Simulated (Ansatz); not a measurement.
## Lattice dynamics of Ba2Sn (model cell, started as cuprite)

How does Ba2Sn (model cell, started as cuprite) vibrate, and is this structure a minimum?

Calculated with Ansatz 0.2.0; DFT PBEsol, scalar-relativistic, plane waves, PAW.

The structure was built from a prototype and need not be the compound's stable phase.

**1. Starting point**

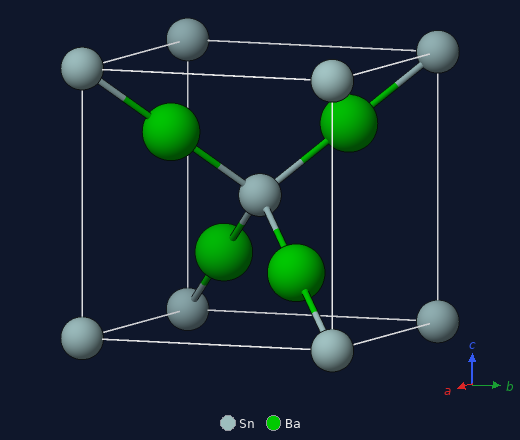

Start, viewed slightly off an axis; tin teal, barium green. Bonds to atoms that aren't drawn are left out. Some periodic images of atoms are drawn too.

**2. Relaxation**

The cell and atoms are relaxed, since residual forces and stress would shift the frequencies.

File input.yaml:

```yaml
crystal:
  lattice:
    - [7.21457, 0.0, 0.0]
    - [0.0, 7.21457, 0.0]
    - [0.0, 0.0, 7.21457]
  atoms:
    - { symbol: Sn, position: [0.0, 0.0, 0.0] }
    - { symbol: Sn, position: [0.5, 0.5, 0.5] }
    - { symbol: Ba, position: [0.25, 0.25, 0.25] }
    - { symbol: Ba, position: [0.75, 0.75, 0.25] }
    - { symbol: Ba, position: [0.75, 0.25, 0.75] }
    - { symbol: Ba, position: [0.25, 0.75, 0.75] }
kpoints:
  mp_grid: { grid: [4, 4, 4] }
hamiltonian:
  xc: pbesol
scf:
  occupations: { method: gaussian, width: 0.1 }
output:
  forces: true
  stress: true
  eigenvalues: true
  write_density: true
  write_potential: true
  elf: true
  volumetric_format: npy
relax:
  adjacent_minimum: "off"
  f_tol: 0.005
  max_steps: 80
  cell: { stress_tol: 0.05 }
```

On the command line:

```sh
$ ansatz run input.yaml --threads 8 --pin off --max-ram 14336MiB --backend cpu --events-out ev --progress --plain --runs-dir out
```

Numbers of over 12 decimals in the logs are rounded to 6 here.

What it wrote:

```text
Engine: ansatz 0.2.0, aarch64-unknown-linux-gnu
Pseudopotentials: kind: paw
Pseudopotential: Sn, paw, valence charge 14, recommended cutoff 420 eV (normal), Sn.paw.azcp
Pseudopotential: Ba, paw, valence charge 10, recommended cutoff 420 eV (normal), Ba.paw.azcp
Functional definition: PBEsol
  exchange = pbesol_x
  correlation = pbesol_c
Crystal: 6 atoms, lattice volume = 375.519 Å³
Basis set: ecut = 420 eV, 7249 PW (Γ), exchange–correlation on 100×100×100 points (8 copies of the dense FFT grid, shifted against one another)
Bands: 41, of which v1, the nominal top of the filled ones, is band 34 counted from 1 (33 counted from 0)
Symmetry: 48 space group operations
Space group: Pn-3m (ITA 224), of the structure as read, at distance tolerance 7.2e-5 Å
k-points: 10 of 64
Non-local potential: Sn, projectors of the file, l = 0: 2, l = 1: 2, l = 2: 2, l = 3: 2
Non-local potential: Ba, projectors of the file, l = 0: 3, l = 1: 2, l = 2: 2, l = 3: 2
PAW form: soft (Blöchl's): semilocal exchange-correlation on the pseudo side does not see the compensation charge
PAW frozen core: Sn, regenerated for the run's functional, and the local potential with it (the file was generated under x = pbe(κ = 0.804, μ = 0.219515), c = pbe(β = 0.066725))
PAW frozen core: Ba, regenerated for the run's functional, and the local potential with it (the file was generated under x = pbe(κ = 0.804, μ = 0.219515), c = pbe(β = 0.066725))
PAW one-centre angular grid: Sn, 590 points (default); XC on 64 Gauss nodes
PAW one-centre angular grid: Ba, 194 points (default); XC on 64 Gauss nodes
Initial density: superposition of atomic densities (neutral atoms: chi_scale 0, normalization atom), corrected by the library's trained network
Initial wavefunctions: pseudopotential atomic-orbital guess
Functional: x = pbesol(κ = 0.804, μ = 0.123457), c = pbesol(β = 0.046)
SCF iter   1: F=—  HF=-35349.039865 eV  |F-HF|=—  |Δ(HF+E_count)|=         —  Δρ=2.39e-3  dr2=4.16e-2  ethr=1.77e-3  ⟨swp⟩=11.7  Hψ=2246  notcnv=0
preconditioner: auto → Kerker (q_TF=auto, 2.052 Å⁻¹)  [metal: Δε(μ)=0.032 eV  Ē_g=3.064 eV  σ=0.100 eV  W_gap=0.18  n_scr=56 (ndim 8)  ℏωp=7.7 eV  f_vac=0.000  D(μ)=8.28/eV (n_scr^D=56)]
SCF iter   2: F=—  HF=-35349.033100 eV  |F-HF|=—  |Δ(HF+E_count)|=   6.76e-3  Δρ=1.38e-3  dr2=1.30e-2  ethr=6.12e-5  ⟨swp⟩=2.5  Hψ=689  notcnv=0
SCF iter   3: F=—  HF=-35349.032501 eV  |F-HF|=—  |Δ(HF+E_count)|=   5.99e-4  Δρ=4.35e-4  dr2=2.06e-3  ethr=1.92e-5  ⟨swp⟩=2.0  Hψ=701  notcnv=0
SCF iter   4: F=—  HF=-35349.032792 eV  |F-HF|=—  |Δ(HF+E_count)|=   2.91e-4  Δρ=3.37e-4  dr2=4.85e-4  ethr=3.03e-6  ⟨swp⟩=2.0  Hψ=700  notcnv=0
SCF iter   5: F=—  HF=-35349.032684 eV  |F-HF|=—  |Δ(HF+E_count)|=   1.08e-4  Δρ=6.43e-5  dr2=4.55e-5  ethr=7.13e-7  ⟨swp⟩=2.0  Hψ=700  notcnv=0
SCF iter   6: F=—  HF=-35349.032400 eV  |F-HF|=—  |Δ(HF+E_count)|=   2.85e-4  Δρ=2.20e-5  dr2=3.76e-6  ethr=6.69e-8  ⟨swp⟩=2.0  Hψ=455  notcnv=0
SCF iter   7: F=—  HF=-35349.032401 eV  |F-HF|=—  |Δ(HF+E_count)|=   1.07e-6  Δρ=5.62e-6  dr2=2.88e-7  ethr=5.52e-9  ⟨swp⟩=2.9  Hψ=765  notcnv=0  defer=1
SCF iter   8: F=-35349.032401 eV  HF=-35349.032401 eV  |F-HF|=1.47e-8  |Δ(HF+E_count)|=   4.13e-8  Δρ=2.04e-6  dr2=3.29e-8  ethr=1.47e-10  ⟨swp⟩=17.0  Hψ=3602  notcnv=0
SCF 1 converged in 8 iterations: F = -35349.032401 eV  dr2 = 3.29e-8
  greatest PAW one-centre occupation: 0.990 electrons in one spin orbital (limit 2), on the Sn atom at site 1 (counted from 0), in its partial waves of l = 2
relax step   1: F+E_penalty+E_count = -35349.03240066 eV  Δ(F+E_penalty+E_count) = +0.000e0 eV  max|allowed force component| = 2.168e-19 eV/Å  Δτ_max = 0.0000 Å  P = +1.702 GPa  Ω = 375.519 Å³  (8 SCF iters, dr2 threshold 1.00e-7 eV, accepted)
Crystal: 6 atoms, lattice volume = 407.370 Å³
Basis set: ecut = 420 eV, 8025 PW (Γ), exchange–correlation on 100×100×100 points (8 copies of the dense FFT grid, shifted against one another)
Initial density: handed on by an earlier stage of this run
Initial wavefunctions: those handed on with the density
iter 1 solved again at ethr=2.39e-5 eV; its pass at ethr=3.10e-3 eV (dr2=1.63e-2 eV) is discarded
SCF iter   1: F=—  HF=-35349.231534 eV  |F-HF|=—  |Δ(HF+E_count)|=         —  Δρ=1.61e-3  dr2=2.12e-2  ethr=2.39e-5  ⟨swp⟩=2.8  Hψ=2579  notcnv=0
eigensolver tolerance schedule calibrated: the retry pair's looser diagonalisation under-reported the residual by θ = 0.23 (0.11/decade); ethr = c·dr2/N_el runs at the constant in force after the calibration composes with the one it found (an armed cap, an earlier calibration), c = 8.3e-2
preconditioner: auto → Kerker (q_TF=auto, 2.024 Å⁻¹)  [metal: Δε(μ)=0.103 eV  Ē_g=3.074 eV  σ=0.100 eV  W_gap=0.45  n_scr=56 (ndim 8)  ℏωp=7.4 eV  f_vac=0.000  D(μ)=7.61/eV (n_scr^D=32)]
SCF iter   2: F=—  HF=-35349.228617 eV  |F-HF|=—  |Δ(HF+E_count)|=   2.92e-3  Δρ=1.02e-3  dr2=1.00e-2  ethr=2.39e-5  ⟨swp⟩=2.1  Hψ=509  notcnv=0
SCF iter   3: F=—  HF=-35349.228023 eV  |F-HF|=—  |Δ(HF+E_count)|=   5.94e-4  Δρ=4.01e-4  dr2=2.55e-3  ethr=1.21e-5  ⟨swp⟩=2.6  Hψ=729  notcnv=0
SCF iter   4: F=—  HF=-35349.228116 eV  |F-HF|=—  |Δ(HF+E_count)|=   9.34e-5  Δρ=1.33e-4  dr2=1.49e-4  ethr=3.09e-6  ⟨swp⟩=2.7  Hψ=734  notcnv=0
SCF iter   5: F=—  HF=-35349.227869 eV  |F-HF|=—  |Δ(HF+E_count)|=   2.47e-4  Δρ=3.79e-5  dr2=9.31e-6  ethr=1.81e-7  ⟨swp⟩=2.0  Hψ=714  notcnv=0
SCF iter   6: F=—  HF=-35349.227876 eV  |F-HF|=—  |Δ(HF+E_count)|=   6.62e-6  Δρ=8.51e-6  dr2=8.68e-7  ethr=1.13e-8  ⟨swp⟩=2.3  Hψ=762  notcnv=0
SCF iter   7: F=-35349.227876 eV  HF=-35349.227876 eV  |F-HF|=7.49e-9  |Δ(HF+E_count)|=   1.75e-7  Δρ=3.21e-6  dr2=1.43e-7  ethr=7.29e-10  ⟨swp⟩=14.6  Hψ=3878  notcnv=0
SCF 2 converged in 7 iterations: F = -35349.227876 eV  dr2 = 1.43e-7
relax step   2: F+E_penalty+E_count = -35349.22787593 eV  Δ(F+E_penalty+E_count) = -1.955e-1 eV  max|allowed force component| = 3.469e-18 eV/Å  Δτ_max = 0.0000 Å  P = +0.357 GPa  Ω = 407.370 Å³  energy of the carried Pulay correction = -7.230e-4 eV  (7 SCF iters, dr2 threshold 6.00e-7 eV, accepted)
Crystal: 6 atoms, lattice volume = 416.747 Å³
Basis set: ecut = 420 eV, 8217 PW (Γ), exchange–correlation on 100×100×100 points (8 copies of the dense FFT grid, shifted against one another)
iter 1 solved again at ethr=1.94e-6 eV; its pass at ethr=3.10e-3 eV (dr2=1.32e-3 eV) is discarded
SCF iter   1: F=—  HF=-35349.239947 eV  |F-HF|=—  |Δ(HF+E_count)|=         —  Δρ=4.36e-4  dr2=1.67e-3  ethr=1.94e-6  ⟨swp⟩=2.9  Hψ=2586  notcnv=0
preconditioner: auto → Kerker (q_TF=auto, 2.017 Å⁻¹)  [metal: Δε(μ)=0.099 eV  Ē_g=3.046 eV  σ=0.100 eV  W_gap=0.44  n_scr=56 (ndim 8)  ℏωp=7.3 eV  f_vac=0.000  D(μ)=7.71/eV (n_scr^D=32)]
SCF iter   2: F=—  HF=-35349.239710 eV  |F-HF|=—  |Δ(HF+E_count)|=   2.36e-4  Δρ=2.81e-4  dr2=8.26e-4  ethr=1.94e-6  ⟨swp⟩=2.3  Hψ=556  notcnv=0
SCF iter   3: F=—  HF=-35349.239638 eV  |F-HF|=—  |Δ(HF+E_count)|=   7.21e-5  Δρ=1.07e-4  dr2=1.91e-4  ethr=1.21e-6  ⟨swp⟩=2.3  Hψ=673  notcnv=0
SCF iter   4: F=—  HF=-35349.239370 eV  |F-HF|=—  |Δ(HF+E_count)|=   2.69e-4  Δρ=3.35e-5  dr2=9.96e-6  ethr=2.81e-7  ⟨swp⟩=3.0  Hψ=702  notcnv=0
SCF iter   5: F=—  HF=-35349.239372 eV  |F-HF|=—  |Δ(HF+E_count)|=   2.06e-6  Δρ=1.01e-5  dr2=6.43e-7  ethr=1.46e-8  ⟨swp⟩=2.0  Hψ=740  notcnv=0
SCF iter   6: F=-35349.239372 eV  HF=-35349.239372 eV  |F-HF|=3.62e-9  |Δ(HF+E_count)|=   4.46e-7  Δρ=2.35e-6  dr2=6.41e-8  ethr=4.68e-10  ⟨swp⟩=14.9  Hψ=4070  notcnv=0
SCF 3 converged in 6 iterations: F = -35349.239372 eV  dr2 = 6.41e-8
relax step   3: F+E_penalty+E_count = -35349.23937234 eV  Δ(F+E_penalty+E_count) = -1.150e-2 eV  max|allowed force component| = 1.927e-18 eV/Å  Δτ_max = 0.0000 Å  P = +0.048 GPa  Ω = 416.747 Å³  energy of the carried Pulay correction = -9.248e-4 eV  (6 SCF iters, dr2 threshold 3.18e-7 eV, accepted)
Initial wavefunctions: pseudopotential atomic-orbital guess (no wavefunctions were taken with the density)
iter 1 solved again at ethr=6.29e-7 eV; its pass at ethr=3.10e-3 eV (dr2=4.27e-4 eV) is discarded
SCF iter   1: F=—  HF=-35349.240586 eV  |F-HF|=—  |Δ(HF+E_count)|=         —  Δρ=3.64e-5  dr2=9.99e-7  ethr=6.29e-7  ⟨swp⟩=4.3  Hψ=3376  notcnv=0
preconditioner: auto → Kerker (q_TF=auto, 2.017 Å⁻¹)  [metal: Δε(μ)=0.101 eV  Ē_g=3.042 eV  σ=0.100 eV  W_gap=0.45  n_scr=56 (ndim 8)  ℏωp=7.3 eV  f_vac=0.000  D(μ)=7.75/eV (n_scr^D=32)]
SCF iter   2: F=—  HF=-35349.240325 eV  |F-HF|=—  |Δ(HF+E_count)|=   2.62e-4  Δρ=1.75e-5  dr2=2.63e-7  ethr=1.47e-9  ⟨swp⟩=2.9  Hψ=784  notcnv=0
SCF iter   3: F=—  HF=-35349.240325 eV  |F-HF|=—  |Δ(HF+E_count)|=   2.21e-7  Δρ=4.90e-6  dr2=4.24e-8  ethr=3.87e-10  ⟨swp⟩=2.8  Hψ=645  notcnv=0
SCF iter   4: F=—  HF=-35349.240325 eV  |F-HF|=—  |Δ(HF+E_count)|=   1.41e-8  Δρ=6.80e-7  dr2=6.84e-9  ethr=6.24e-11  ⟨swp⟩=2.0  Hψ=487  notcnv=0
SCF iter   5: F=—  HF=-35349.240325 eV  |F-HF|=—  |Δ(HF+E_count)|=  9.46e-11  Δρ=2.90e-7  dr2=1.01e-9  ethr=1.01e-11  ⟨swp⟩=2.1  Hψ=534  notcnv=0
SCF iter   6: F=—  HF=-35349.240325 eV  |F-HF|=—  |Δ(HF+E_count)|=  1.31e-10  Δρ=1.27e-7  dr2=7.30e-11  ethr=1.49e-12  ⟨swp⟩=2.0  Hψ=470  notcnv=0
SCF iter   7: F=-35349.240325 eV  HF=-35349.240325 eV  |F-HF|=7.28e-12  |Δ(HF+E_count)|=  7.28e-12  Δρ=1.84e-8  dr2=3.25e-12  ethr=1.00e-12  ⟨swp⟩=8.9  Hψ=2177  notcnv=0
SCF 4 converged in 7 iterations: F = -35349.240325 eV  dr2 = 3.25e-12
relax step   4: F+E_penalty+E_count = -35349.24032477 eV  Δ(F+E_penalty+E_count) = -9.524e-4 eV  max|allowed force component| = 2.409e-18 eV/Å  Δτ_max = 0.0000 Å  P = +0.049 GPa  Ω = 416.747 Å³  stress off target by 4.90e-2 GPa  SCF on the basis re-selected at this cell (its energy is not comparable with the rows above)  (7 SCF iters)
basis re-selected at this cell: Δ(F+E_penalty+E_count) = -9.524e-4 eV, ΔP = +0.000 GPa vs the last step (what re-selecting the basis moved, of the pressure what is left beyond the Pulay correction that the steps carried, after the strain that the cell walked since its last selection, with what the two solves' SCF thresholds leave and, on support functions, any second-order correction that the steps lacked; it is no m [...]
SCF converged after 7 iterations
Free energy (F): -35349.240325 eV
Harris-Foulkes:  -35349.240325 eV  (|F-HF|=7.28e-12)
Internal energy: -35349.201573 eV  (E = F + TS)
E sigma→0 (E₀):  -35349.220949 eV
Entropy (-TS):   -0.038751 eV (-6.459 meV/atom)
Fermi energy:    3.989176 eV
--- Per-component energies (eV) ---
  E_band       = -741.842125
  E_kinetic    = 1043.229523
  E_local      = -5385.140146  (includes V_loc(G=0)·N_el)
  E_nonlocal   = 171.693229
  E_hartree    = 2505.984209
  E_xc         = -1419.293077
  E_vxc        = -727.301065  (∫ρ·V_xc dr)
  E_paw        = -28691.166613  (= ΣΔE_a)
  E_vpaw       = -856.292069  (= ΣTr[D̂ρ^β])
  E_aug_tail   = -0.000008  (compensation charges beyond the density's cutoff)
  E_ewald      = -3575.684103
  E_core_change = 1.175412  (= ΣΔE_core)
  E_smearing   = -0.038751  (= −TS)
  E_closure    = 0.000000  (closes the sum)
  Σ components = -35349.240325   (vs F -35349.240325, Δ=0.00e0)
--- Forces (eV/Å), atoms counted from 1 ---
  atom   1  Sn     0.00000000     0.00000000     0.00000000
  atom   2  Sn    -0.00000000    -0.00000000     0.00000000
  atom   3  Ba     0.00000000    -0.00000000     0.00000000
  atom   4  Ba    -0.00000000    -0.00000000    -0.00000000
  atom   5  Ba    -0.00000000     0.00000000     0.00000000
  atom   6  Ba     0.00000000    -0.00000000    -0.00000000
  max |Σ_I F_I| component: 2.98e-19 eV/Å
--- Stress (GPa, compression-positive) ---
        0.048957      -0.000000      -0.000000
       -0.000000       0.048957      -0.000000
       -0.000000      -0.000000       0.048957
  P = ⅓ Tr σ = 0.0490 GPa (0.490 kbar)
--- Band table (eV; the first three rows and the last of 10) ---
  k-point 0: bands = [... 30 lower, 2.5336, 2.8704, 4.4748, 4.4748, 4.5658, 4.5658, 4.5658, 4.9104, ... 3 higher]
  k-point 1: bands = [... 30 lower, 2.7178, 2.9436, 4.0027, 4.0027, 4.1267, 4.5480, 4.6140, 5.0330, ... 3 higher]
  k-point 2: bands = [... 30 lower, 3.1148, 3.1148, 3.4065, 3.4065, 4.1377, 4.1377, 4.7563, 4.7563, ... 3 higher]
  k-point 9: bands = [... 30 lower, 2.5961, 3.6719, 3.6719, 3.6719, 4.2778, 4.2778, 4.2778, 5.4303, ... 3 higher]
--- Relaxed structure (3 steps of the walk, 3 accepted, 1 SCFs on fresh bases) ---
  F+E_penalty+E_count = -35349.24032477 eV   max|allowed force component| = 2.409e-18 eV/Å   (the final SCF, on the basis selected at the relaxed cell)
  cell:  # Å, volume = 416.7467 Å³
    - [7.469486, 0, 0]
    - [0, 7.469486, 0]
    - [0, 0, 7.469486]
  atoms:
    - { symbol: Sn, position: [0, 0, 0] }
    - { symbol: Sn, position: [0.5, 0.5, 0.5] }
    - { symbol: Ba, position: [0.25, 0.25, 0.25] }
    - { symbol: Ba, position: [0.750000, 0.750000, 0.25] }
    - { symbol: Ba, position: [0.750000, 0.25, 0.750000] }
    - { symbol: Ba, position: [0.25, 0.750000, 0.750000] }
```

Run time: 21 s. Hardware: 8 threads of Arm Neoverse N1, shared host; peak memory 1.2 GiB; 2.1 min of CPU time.

Relaxation path:

| step | energy less that of the first step (eV) | largest force component (eV/Å) | pressure (GPa) | volume (Å³) |
| --- | --- | --- | --- | --- |
| 1 | 0.0000 | 0.0000 | 1.70 | 375.52 |
| 2 | -0.1955 | 0.0000 | 0.36 | 407.37 |
| 3 | -0.2070 | 0.0000 | 0.05 | 416.75 |
| 4* | -0.2079 | 0.0000 | 0.05 | 416.75 |

Relaxation steps marked * repeat the geometry before them on a plane-wave basis chosen anew for their cell, so energy and pressure can jump there.

Forces are held to the 48 operations that the run works with; a distortion that breaks them can't arise in this run.

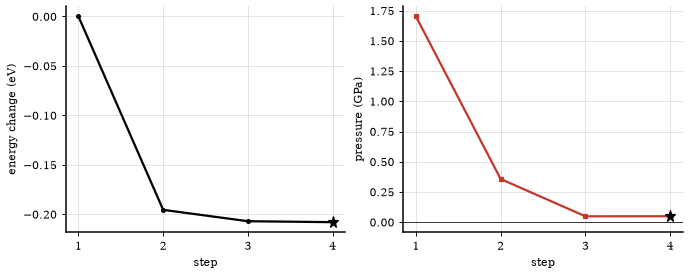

Energy and pressure along the relaxation. Stars mark steps on a basis chosen anew.

| conventional cell, symmetrised | before | after | change |
| --- | --- | --- | --- |
| a (Å) | 7.215 | 7.469 | +3.5 % |
| b (Å) | 7.215 | 7.469 | +3.5 % |
| c (Å) | 7.215 | 7.469 | +3.5 % |
| volume (Å³/atom) | 62.59 | 69.46 | +11.0 % |

Final coordinates:

```xyz
6
Lattice="7.4695 0.0000 0.0000 0.0000 7.4695 0.0000 0.0000 0.0000 7.4695" Properties=species:S:1:pos:R:3 pbc="T T T"
Sn    0.0000    0.0000    0.0000
Sn    3.7347    3.7347    3.7347
Ba    1.8674    1.8674    1.8674
Ba    5.6021    5.6021    1.8674
Ba    5.6021    1.8674    5.6021
Ba    1.8674    5.6021    5.6021
```

This step gave:

| Property | Result |
| --- | --- |
| pressure | 0.04896 GPa |
| volume per atom | 69.46 Å³ |
| gap on the k-mesh | 0 eV |

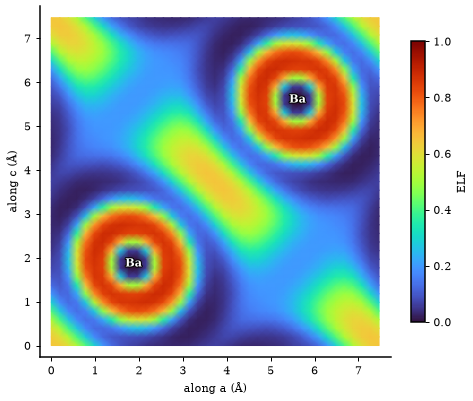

ELF in the ac plane at fractional y = 0.250, with atoms of Ba within 0.2 Å of it. It is the smooth field of the valence electrons, not physical close to the nuclei.

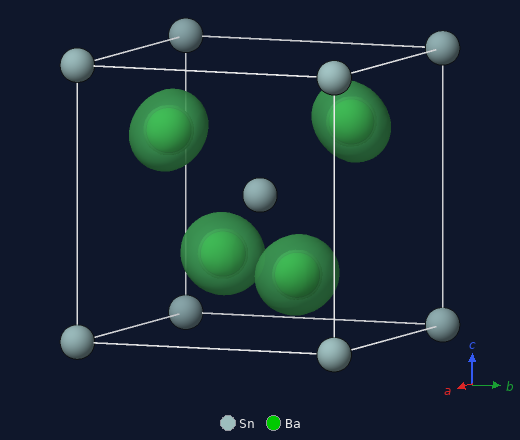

Surface of ELF = 0.81.

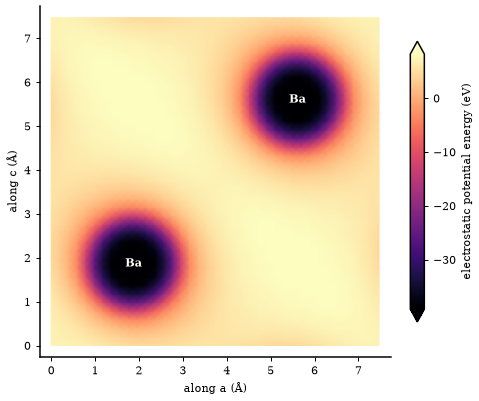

Electrostatic potential energy in the ac plane at fractional y = 0.250, with atoms of Ba within 0.2 Å of it. With pseudopotentials it is smooth inside the atoms' cores, unlike the true potential.

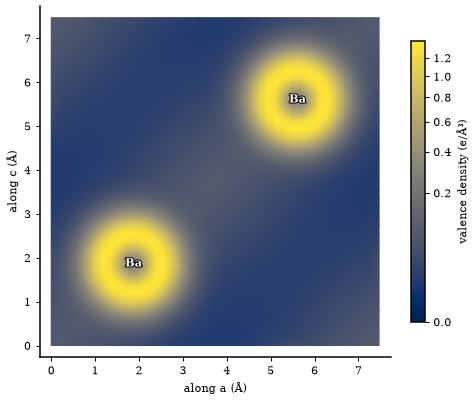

Valence density in the ac plane at fractional y = 0.250, with atoms of Ba within 0.2 Å of it. It is the smooth field of the valence electrons, not physical close to the nuclei. The colour scale is stretched toward low values.

In this step the volume went from 62.59 to 69.46 Å³/atom.

**3. Relaxation**

The relaxation is repeated from its end on the same settings, as a check that it has come to rest.

input.yaml: that of step 2 with these lines changed.

```diff
@@ -2,5 +2,5 @@
   lattice:
-    - [7.21457, 0.0, 0.0]
-    - [0.0, 7.21457, 0.0]
-    - [0.0, 0.0, 7.21457]
+    - [7.4694863295, 0.0, 0.0]
+    - [0.0, 7.4694863295, 0.0]
+    - [0.0, 0.0, 7.4694863295]
   atoms:
```

What it wrote:

```text
[...]
Crystal: 6 atoms, lattice volume = 416.747 Å³
Basis set: ecut = 420 eV, 8217 PW (Γ), exchange–correlation on 100×100×100 points (8 copies of the dense FFT grid, shifted against one another)
Bands: 41, of which v1, the nominal top of the filled ones, is band 34 counted from 1 (33 counted from 0)
Symmetry: 48 space group operations
[...]
k-points: 10 of 64
[...]
cell:  # Å, volume = 416.7467 Å³
    - [7.4694863295, 0.0, 0.0]
    - [0.0, 7.4694863295, 0.0]
    - [0.0, 0.0, 7.4694863295]
  atoms:
    - { symbol: Sn, position: [0.0, 0.0, 0.0] }
    - { symbol: Sn, position: [0.5, 0.5, 0.5] }
    - { symbol: Ba, position: [0.25, 0.25, 0.25] }
    - { symbol: Ba, position: [0.75, 0.75, 0.25] }
    - { symbol: Ba, position: [0.75, 0.25, 0.75] }
    - { symbol: Ba, position: [0.25, 0.75, 0.75] }
[key lines of the parts left out:]
SCF converged after 7 iterations
Free energy (F): -35349.240325 eV
Fermi energy:    3.989175 eV
P = ⅓ Tr σ = 0.0490 GPa (0.490 kbar)
```

The job ended after 13 s (8 threads; peak memory 1.2 GiB).

Little changed from the start: no atom moved by 0.005 Å and no cell edge by 0.1 %.

In this step the volume went from 69.46 to 69.46 Å³/atom.

[end of part 1 of 2]

[Logs are printed without paths, hosts, clocks, repeated set-up lines and the standing remarks that a program may print on its own settings, such as how far it seeks lower states.]

[Hosts, paths, dates, database ids (printed as entryN), source tags and the programs' standing remarks are cut or masked in the printed files.]
